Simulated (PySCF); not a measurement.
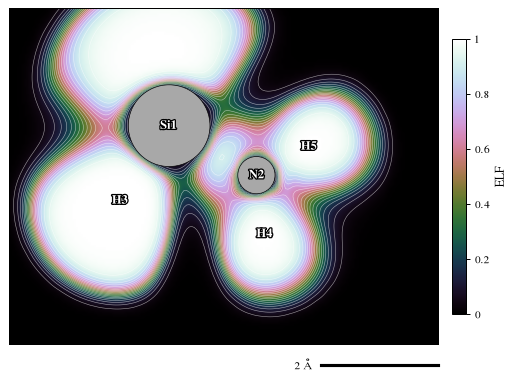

*H3NSi (SMILES N[SiH]). Electron localisation function on the molecular plane. Grey discs cover the atomic cores.*

Geometry: PBE0-D3(BJ)/def2-SVP.

Theory: PySCF, PBE0/pcSseg-2, SCF density, gas phase, non-relativistic.

```xyz
5

Si    1.0169   -0.6739    0.3931
N    -0.5517   -0.1039   -0.0150
H     1.7310    0.5844   -0.1315
H    -0.7824    0.7841   -0.4499
H    -1.3834   -0.6559    0.1702
```

What does the map show?

The section cuts through Si, N and H sites. Si–N (1.72 Å): the ELF peaks at about 0.90 between the atoms (a polar covalent bond). N–H (1.02 Å): the ELF climbs to about 1 towards the hydrogen, as it does in any bond to H; a covalent bond by its length. Si–H (1.54 Å): the ELF climbs to about 1 towards the hydrogen. The ELF also peaks beside Si1, away from the bonds: lone-pair regions.
